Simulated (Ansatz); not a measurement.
Molecular dynamics of SiH2ClF3 (part 3 of 3)

The same run, continued: SiH2ClF3; UKS BLYP-D4/def2-SVP (Ansatz 0.2.0). It belongs to a series of runs on one base structure; here: dynamics from the highest image of the converged band.

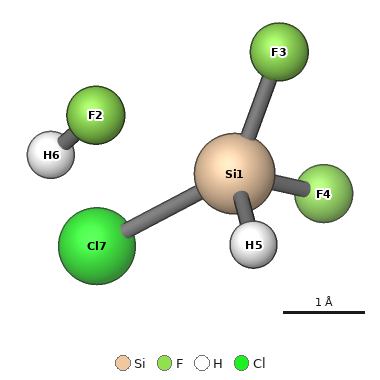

Figure 1. The geometry at step 100 of the log (ball-and-stick view, seen at a tilt; atoms are numbered from 1 in the order of the input).

Trajectory as extended XYZ (Å, eV, eV/Å), 27 of the 201 frames kept, from step=0 to step=200
```
7
Properties=species:S:1:pos:R:3:forces:R:3 step=0 time_fs=0.0 energy=-28573.40946 temperature=300.0
Si   -0.4830   -0.2385   -0.1666    0.0366   0.0205   0.0127
F     1.2821   -0.6534    0.3704   -0.0272  -0.0275  -0.0080
F    -0.3630   -1.5328   -1.1521    0.0014  -0.0008  -0.0076
F    -1.4453    0.6798   -1.1101   -0.0076  -0.0014  -0.0021
H    -1.1546   -0.5449    1.1075   -0.0047  -0.0044   0.0065
H     1.4728    0.4658    0.5578    0.0093   0.0295   0.0088
Cl    0.6911    1.8239    0.3931   -0.0076  -0.0160  -0.0103
7
Properties=species:S:1:pos:R:3:forces:R:3 step=8 time_fs=4.0 energy=-28573.32871 temperature=175.6
Si   -0.4890   -0.2288   -0.1688    0.1106  -1.0402   0.2966
F     1.2908   -0.6692    0.3756   -0.0518   0.7618  -0.0254
F    -0.3545   -1.5533   -1.1536   -0.1100   0.6916   0.2479
F    -1.4602    0.6922   -1.1136    0.1811  -0.1651   0.1962
H    -1.1655   -0.6540    1.1207    0.2514   0.4453  -0.5861
H     1.5517    0.5022    0.5509   -0.5564  -0.3567  -0.1283
Cl    0.6928    1.8311    0.3945    0.1750  -0.3368  -0.0008
7
Properties=species:S:1:pos:R:3:forces:R:3 step=15 time_fs=7.5 energy=-28573.29298 temperature=120.2
Si   -0.4938   -0.2246   -0.1698    0.3424  -1.1760  -0.5043
F     1.2980   -0.6783    0.3800   -0.0669   1.0055  -0.0556
F    -0.3478   -1.5670   -1.1534   -0.1516   1.0731   0.3617
F    -1.4721    0.7019   -1.1155    0.3460  -0.3403   0.3415
H    -1.1493   -0.6997    1.0711   -0.0385   0.4177  -0.0202
H     1.5583    0.4925    0.5309   -0.5539  -0.4921  -0.0781
Cl    0.6948    1.8364    0.3958    0.1223  -0.4880  -0.0451
7
Properties=species:S:1:pos:R:3:forces:R:3 step=23 time_fs=11.5 energy=-28573.30331 temperature=136.1
Si   -0.4976   -0.2253   -0.1739    0.2305  -0.5071  -1.4501
F     1.3058   -0.6815    0.3846   -0.0613   0.5611  -0.0793
F    -0.3412   -1.5745   -1.1504   -0.1216   1.1848   0.3671
F    -1.4831    0.7103   -1.1150    0.4641  -0.5446   0.4061
H    -1.1403   -0.6973    1.0210   -0.3888   0.1267   0.7691
H     1.4953    0.4139    0.4995    0.0677  -0.2657   0.1449
Cl    0.6975    1.8404    0.3970   -0.1906  -0.5552  -0.1578
7
Properties=species:S:1:pos:R:3:forces:R:3 step=31 time_fs=15.5 energy=-28573.28453 temperature=107.3
Si   -0.5006   -0.2290   -0.1848   -0.7129   0.0606  -0.4574
F     1.3130   -0.6813    0.3885   -0.1006  -1.1478  -0.1544
F    -0.3356   -1.5727   -1.1445   -0.0661   0.9580   0.2414
F    -1.4903    0.7144   -1.1113    0.4223  -0.6371   0.2956
H    -1.1771   -0.6681    1.0629    0.1340   0.2623  -0.0872
H     1.4448    0.3134    0.4916    0.7682   1.1199   0.4313
Cl    0.6994    1.8420    0.3976   -0.4449  -0.6159  -0.2693
7
Properties=species:S:1:pos:R:3:forces:R:3 step=38 time_fs=19.0 energy=-28573.34227 temperature=196.1
Si   -0.5058   -0.2321   -0.1967   -0.5424   0.3161   0.6165
F     1.3187   -0.6866    0.3910   -0.0755  -0.3094  -0.0633
F    -0.3312   -1.5647   -1.1378   -0.0928   0.5553  -0.0228
F    -1.4939    0.7138   -1.1062    0.2898  -0.5232   0.0838
H    -1.1987   -0.6125    1.0981    0.3840   0.2404  -0.5865
H     1.4828    0.3334    0.5325    0.3418   0.3841   0.2223
Cl    0.6995    1.8412    0.3971   -0.3049  -0.6633  -0.2500
7
Properties=species:S:1:pos:R:3:forces:R:3 step=46 time_fs=23.0 energy=-28573.32232 temperature=165.4
Si   -0.5140   -0.2339   -0.2074    0.6453   0.6796   0.7766
F     1.3247   -0.6946    0.3935   -0.0191   1.0242   0.1494
F    -0.3269   -1.5515   -1.1305   -0.1446   0.0191  -0.3829
F    -1.4959    0.7094   -1.0998    0.0622  -0.2513  -0.2323
H    -1.1769   -0.5196    1.0695   -0.0235  -0.1135   0.1092
H     1.5650    0.4056    0.6052   -0.5745  -0.6377  -0.2856
Cl    0.6986    1.8376    0.3957    0.0542  -0.7204  -0.1343
7
Properties=species:S:1:pos:R:3:forces:R:3 step=54 time_fs=27.0 energy=-28573.28144 temperature=102.6
Si   -0.5190   -0.2320   -0.2140    1.1459   1.1617   0.8091
F     1.3305   -0.6951    0.3972    0.0197   0.9832   0.2406
F    -0.3237   -1.5381   -1.1262   -0.1109  -0.4001  -0.6007
F    -1.4974    0.7028   -1.0953   -0.2112  -0.0181  -0.5289
H    -1.1573   -0.4428    1.0567   -0.2868  -0.3743   0.6189
H     1.5708    0.3913    0.6393   -0.6233  -0.6914  -0.4017
Cl    0.6978    1.8309    0.3935    0.0665  -0.6610  -0.1373
7
Properties=species:S:1:pos:R:3:forces:R:3 step=62 time_fs=31.0 energy=-28573.32933 temperature=175.8
Si   -0.5184   -0.2237   -0.2155    0.3009   1.4282   1.7566
F     1.3364   -0.6888    0.4026   -0.0770  -0.8714  -0.0174
F    -0.3213   -1.5278   -1.1265   -0.0117  -0.4828  -0.5551
F    -1.5006    0.6961   -1.0949   -0.4344   0.0839  -0.6658
H    -1.1700   -0.4191    1.1151    0.2058  -0.3252  -0.3717
H     1.4947    0.2869    0.6206    0.3210   0.6657   0.1585
Cl    0.6972    1.8213    0.3908   -0.3046  -0.4985  -0.3051
7
Properties=species:S:1:pos:R:3:forces:R:3 step=69 time_fs=34.5 energy=-28573.32870 temperature=175.4
Si   -0.5160   -0.2103   -0.2095    0.1319   0.9787   1.6018
F     1.3411   -0.6882    0.4072   -0.1415  -1.5487  -0.1373
F    -0.3194   -1.5217   -1.1305   -0.0156  -0.1748  -0.3280
F    -1.5062    0.6907   -1.0990   -0.4616   0.1309  -0.6036
H    -1.1621   -0.4391    1.1330    0.2720  -0.2227  -0.5702
H     1.4575    0.2692    0.6188    0.6509   1.2118   0.3809
Cl    0.6956    1.8111    0.3873   -0.4361  -0.3753  -0.3437
7
Properties=species:S:1:pos:R:3:forces:R:3 step=77 time_fs=38.5 energy=-28573.39726 temperature=281.4
Si   -0.5121   -0.1905   -0.1951    0.9431  -0.1402   0.2026
F     1.3454   -0.6966    0.4121   -0.1222   0.7976   0.2769
F    -0.3175   -1.5158   -1.1374   -0.1184   0.3949  -0.0147
F    -1.5159    0.6855   -1.1080   -0.2615   0.1495  -0.3251
H    -1.1227   -0.4937    1.0878   -0.2202  -0.1479   0.3218
H     1.4943    0.3769    0.6567    0.0332  -0.8223  -0.2622
Cl    0.6922    1.7980    0.3820   -0.2541  -0.2316  -0.1994
7
Properties=species:S:1:pos:R:3:forces:R:3 step=85 time_fs=42.5 energy=-28573.39307 temperature=275.3
Si   -0.5036   -0.1711   -0.1792    0.6493  -0.6489  -0.5442
F     1.3489   -0.6999    0.4189    0.0870   1.0745   0.3632
F    -0.3164   -1.5069   -1.1444   -0.0723   0.8235   0.2674
F    -1.5276    0.6814   -1.1195    0.0377   0.0084   0.0877
H    -1.1104   -0.5698    1.0797   -0.2521   0.0412   0.3627
H     1.5417    0.3813    0.6620   -0.2003  -1.1462  -0.3647
Cl    0.6876    1.7838    0.3759   -0.2493  -0.1524  -0.1722
7
Properties=species:S:1:pos:R:3:forces:R:3 step=92 time_fs=46.0 energy=-28573.46440 temperature=384.0
Si   -0.4935   -0.1567   -0.1674   -0.6326  -0.4409  -0.4225
F     1.3525   -0.6966    0.4272    0.2268  -0.9361   0.0878
F    -0.3159   -1.4938   -1.1489    0.1096   0.9681   0.4579
F    -1.5377    0.6779   -1.1292    0.2637  -0.1934   0.4201
H    -1.1277   -0.6309    1.1123    0.1828   0.3613  -0.3971
H     1.5655    0.2557    0.6262    0.3684   0.3584   0.1548
Cl    0.6826    1.7709    0.3698   -0.5187  -0.1174  -0.3010
7
Properties=species:S:1:pos:R:3:forces:R:3 step=100 time_fs=50.0 energy=-28573.46659 temperature=387.3
Si   -0.4850   -0.1425   -0.1564   -1.0359  -0.1983  -0.8127
F     1.3576   -0.7018    0.4369    0.2601  -1.7223   0.0158
F    -0.3144   -1.4715   -1.1506    0.2534   0.8999   0.4853
F    -1.5473    0.6724   -1.1371    0.4354  -0.2565   0.6668
H    -1.1253   -0.6515    1.1016    0.1792   0.3866  -0.2884
H     1.6546    0.1995    0.6121    0.4077   0.9535   0.2495
Cl    0.6748    1.7556    0.3616   -0.4999  -0.0630  -0.3163
7
Properties=species:S:1:pos:R:3:forces:R:3 step=108 time_fs=54.0 energy=-28573.40903 temperature=300.6
Si   -0.4816   -0.1295   -0.1500   -0.4186  -0.0426  -1.5279
F     1.3657   -0.7189    0.4471    1.2896   1.0660   0.5149
F    -0.3109   -1.4421   -1.1485    0.3158   0.6052   0.3105
F    -1.5534    0.6651   -1.1396    0.4342  -0.1130   0.7131
H    -1.1025   -0.6183    1.0587   -0.2801   0.0512   0.6187
H     1.7803    0.2561    0.6281   -1.1840  -1.6209  -0.4013
Cl    0.6650    1.7400    0.3522   -0.1569   0.0541  -0.2281
7
Properties=species:S:1:pos:R:3:forces:R:3 step=115 time_fs=57.5 energy=-28573.56267 temperature=534.8
Si   -0.4810   -0.1181   -0.1508   -0.8484   0.4717  -0.9937
F     1.3804   -0.7293    0.4590    0.4906  -1.2460   0.1685
F    -0.3058   -1.4123   -1.1446    0.4692   0.1624   0.1243
F    -1.5560    0.6578   -1.1372    0.2003   0.0279   0.5569
H    -1.1088   -0.5778    1.0822   -0.1096   0.0102   0.3445
H     1.7713    0.1426    0.6031    0.0631   0.4491   0.1113
Cl    0.6557    1.7266    0.3430   -0.2652   0.1247  -0.3118
7
Properties=species:S:1:pos:R:3:forces:R:3 step=123 time_fs=61.5 energy=-28573.60206 temperature=595.7
Si   -0.4848   -0.1030   -0.1561   -1.0703   0.3688   0.5272
F     1.4000   -0.7525    0.4737    0.3896  -1.2209   0.1685
F    -0.2963   -1.3773   -1.1393    0.5617  -0.3963  -0.1861
F    -1.5576    0.6499   -1.1304   -0.2370   0.3471   0.2129
H    -1.1264   -0.5271    1.1461    0.2938   0.1437  -0.5488
H     1.7863    0.1174    0.5940    0.1545   0.5077   0.1464
Cl    0.6441    1.7117    0.3313   -0.0923   0.2498  -0.3201
7
Properties=species:S:1:pos:R:3:forces:R:3 step=131 time_fs=65.5 energy=-28573.54847 temperature=516.1
Si   -0.4940   -0.0858   -0.1591   -0.4059   0.1070   0.8486
F     1.4224   -0.7857    0.4896    1.2757   1.5324   0.4781
F    -0.2823   -1.3453   -1.1354    0.5784  -0.7602  -0.4327
F    -1.5612    0.6449   -1.1218   -0.7317   0.7210  -0.1891
H    -1.1078   -0.4594    1.1426    0.0716  -0.0800  -0.2322
H     1.8245    0.1752    0.6087   -1.0533  -1.9526  -0.2164
Cl    0.6322    1.6980    0.3182    0.2652   0.4324  -0.2563
7
Properties=species:S:1:pos:R:3:forces:R:3 step=138 time_fs=69.0 energy=-28573.58624 temperature=573.7
Si   -0.5042   -0.0701   -0.1583   -0.1242   0.4496   0.1190
F     1.4493   -0.8082    0.5064   -0.4842  -2.9793  -0.0048
F    -0.2662   -1.3222   -1.1348    0.6380  -0.8114  -0.4036
F    -1.5691    0.6450   -1.1155   -1.0901   0.8524  -0.4495
H    -1.0827   -0.4104    1.1135   -0.3140  -0.4433   0.5971
H     1.7580    0.0431    0.6038    1.1236   2.4792   0.4267
Cl    0.6226    1.6875    0.3058    0.2509   0.4528  -0.2848
7
Properties=species:S:1:pos:R:3:forces:R:3 step=146 time_fs=73.0 energy=-28573.68493 temperature=725.5
Si   -0.5165   -0.0505   -0.1562   -0.1971  -0.4863   0.5271
F     1.4793   -0.8487    0.5263    0.7729   1.2436   0.4806
F    -0.2430   -1.3017   -1.1370    0.5145  -0.5174  -0.2575
F    -1.5863    0.6517   -1.1116   -1.1822   0.8816  -0.4884
H    -1.0914   -0.4112    1.1472   -0.0972  -0.2571   0.0106
H     1.7803    0.1046    0.6404   -0.3535  -1.4921  -0.0950
Cl    0.6127    1.6774    0.2905    0.5426   0.6277  -0.1774
7
Properties=species:S:1:pos:R:3:forces:R:3 step=154 time_fs=77.0 energy=-28573.77290 temperature=860.8
Si   -0.5302   -0.0333   -0.1514   -0.7494  -1.0070   0.5614
F     1.5135   -0.8852    0.5495    0.5970   0.8540   0.4805
F    -0.2157   -1.2853   -1.1412    0.3823  -0.0654   0.0206
F    -1.6128    0.6654   -1.1114   -0.9374   0.6172  -0.2359
H    -1.1146   -0.4507    1.1830    0.2013   0.0240  -0.6658
H     1.7908    0.0497    0.6760   -0.1173  -1.0428  -0.0618
Cl    0.6051    1.6699    0.2744    0.6235   0.6199  -0.0991
7
Properties=species:S:1:pos:R:3:forces:R:3 step=162 time_fs=81.0 energy=-28573.85762 temperature=990.6
Si   -0.5478   -0.0213   -0.1443   -0.8246  -0.8131  -0.8162
F     1.5509   -0.9207    0.5757   -0.1987  -1.7045   0.1103
F    -0.1852   -1.2695   -1.1453    0.2367   0.3653   0.2757
F    -1.6468    0.6839   -1.1131   -0.4843   0.2124   0.1710
H    -1.1142   -0.4917    1.1346   -0.0366  -0.0665  -0.0366
H     1.8152   -0.0520    0.7198    0.7113   1.5469   0.3235
Cl    0.6003    1.6651    0.2579    0.5962   0.4595  -0.0277
7
Properties=species:S:1:pos:R:3:forces:R:3 step=169 time_fs=84.5 energy=-28573.81102 temperature=923.2
Si   -0.5668   -0.0145   -0.1413   -0.5673  -0.6999  -1.8508
F     1.5832   -0.9603    0.6000    1.1142   2.5806   0.8909
F    -0.1570   -1.2534   -1.1471    0.0769   0.6272   0.3497
F    -1.6800    0.7017   -1.1135   -0.0941  -0.0782   0.4896
H    -1.1174   -0.5356    1.0843   -0.3018  -0.1768   0.5974
H     1.9050   -0.0013    0.7862   -0.8397  -2.6088  -0.5377
Cl    0.5981    1.6625    0.2434    0.6118   0.3559   0.0609
7
Properties=species:S:1:pos:R:3:forces:R:3 step=177 time_fs=88.5 energy=-28573.88966 temperature=1045.5
Si   -0.5917   -0.0102   -0.1468   -0.8834  -0.4178  -1.2951
F     1.6263   -0.9929    0.6331   -1.1897  -3.6823  -0.4587
F    -0.1241   -1.2303   -1.1466    0.0081   0.6594   0.3259
F    -1.7186    0.7213   -1.1103    0.1498  -0.3737   0.6627
H    -1.1554   -0.6037    1.0933    0.0375   0.2049  -0.1008
H     1.9367   -0.1870    0.8131    1.5074   3.6292   0.8040
Cl    0.5980    1.6609    0.2270    0.3703  -0.0197   0.0620
7
Properties=species:S:1:pos:R:3:forces:R:3 step=185 time_fs=92.5 energy=-28573.94986 temperature=1137.4
Si   -0.6212   -0.0083   -0.1594   -0.6983  -0.2491  -0.6127
F     1.6662   -1.0383    0.6662    1.2558   2.3821   0.9263
F    -0.0912   -1.2019   -1.1436   -0.0682   0.5256   0.1318
F    -1.7561    0.7381   -1.1019    0.2199  -0.4878   0.6328
H    -1.1909   -0.6425    1.0926    0.2032   0.4421  -0.4862
H     2.0725   -0.1381    0.8904   -1.1365  -2.3728  -0.6680
Cl    0.5996    1.6592    0.2108    0.2241  -0.2402   0.0760
7
Properties=species:S:1:pos:R:3:forces:R:3 step=192 time_fs=96.0 energy=-28574.10111 temperature=1366.0
Si   -0.6501   -0.0076   -0.1735   -0.0925   0.6060  -0.8002
F     1.7064   -1.0693    0.6996   -0.1470  -0.6175   0.1475
F    -0.0627   -1.1737   -1.1400   -0.0654   0.3057  -0.0603
F    -1.7875    0.7495   -1.0903    0.1149  -0.5034   0.4505
H    -1.2009   -0.6272    1.0413   -0.0703   0.0980   0.1319
H     2.1098   -0.2583    0.9082    0.2494   0.6209   0.0844
Cl    0.6018    1.6570    0.1970    0.0109  -0.5097   0.0462
7
Properties=species:S:1:pos:R:3:forces:R:3 step=200 time_fs=100.0 energy=-28574.11012 temperature=1381.2
Si   -0.6834   -0.0035   -0.1937    0.6339   1.1668  -0.6015
F     1.7505   -1.1104    0.7387    0.5148   0.6953   0.4454
F    -0.0307   -1.1391   -1.1365   -0.0815   0.0642  -0.2652
F    -1.8227    0.7589   -1.0739   -0.1516  -0.3752   0.0964
H    -1.2238   -0.5981    1.0048   -0.2654  -0.2020   0.5710
H     2.2012   -0.2898    0.9446   -0.4943  -0.6796  -0.2659
Cl    0.6043    1.6523    0.1813   -0.1559  -0.6696   0.0199
```

This output came from the following input.

Input
```yaml
crystal:
  periodic: [false, false, false]
  atoms:
    - { symbol: Si, position_ang: [-0.482973, -0.238464, -0.16659] }
    - { symbol: F, position_ang: [1.282133, -0.653384, 0.370386] }
    - { symbol: F, position_ang: [-0.362963, -1.532781, -1.152099] }
    - { symbol: F, position_ang: [-1.445339, 0.679844, -1.110105] }
    - { symbol: H, position_ang: [-1.154601, -0.544926, 1.107508] }
    - { symbol: H, position_ang: [1.472754, 0.465844, 0.557819] }
    - { symbol: Cl, position_ang: [0.691089, 1.823866, 0.393079] }
magnetization:
  spin_polarized: true
basis:
  gaussian: { orbitals: def2-SVP }
hamiltonian:
  xc: blyp
  dispersion: d4
md:
  timestep: 0.5
  n_steps: 200
  ensemble: nve
  temperature: 300.0
  initial_velocities: maxwell_boltzmann
  seed: 3208
```

Command:
```bash
ansatz run input.yaml --threads 2 --pin off --max-ram 3072MiB --backend cpu --events-out ev --progress --plain --runs-dir out
```

Summary

```csv
quantity,value
outcome,finished
mean temperature over the second half,800 K
trajectory,"200 steps, 100 fs"
ensemble,nve
temperature in the input,300.0 K
time step,0.5 fs
potential energy (last step),−28574.1104 eV
mean-field energy (last step),−28573.7876 eV
largest force (length of the vector) (last step),1.458 eV/Å
hardware,"2 threads of Arm Neoverse V1, 24 GiB of memory available, shared host"
wall time,7.3 min (CPU time 14 min)
peak memory,0.14 GiB
```

Remarks

So short a trajectory is not equilibrated.
